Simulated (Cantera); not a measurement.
Charge: 1 mol CH₃OH, 17 mol H₂, 42 mol N₂, held at 2480 Torr.

Equilibrium computed with Cantera from the NASA thermochemical tables; the gas is ideal and each condensed phase is pure. Candidate condensed phases: C, C₆H₆, C₇H₈, C₈H₁₈, H₂O; 136 gas species. Kinetics and transport are ignored.

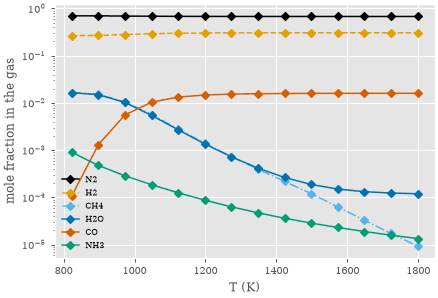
Figure. Equilibrium gas composition (values under 1e-9 drawn at 1e-9)

Q: Read off the mole fractions at 823 K.

A: N₂ about 0.70, H₂ about 0.27, CH₄ about 0.017, H₂O about 0.017, NH₃ about 0.00090, CO about 0.00011.
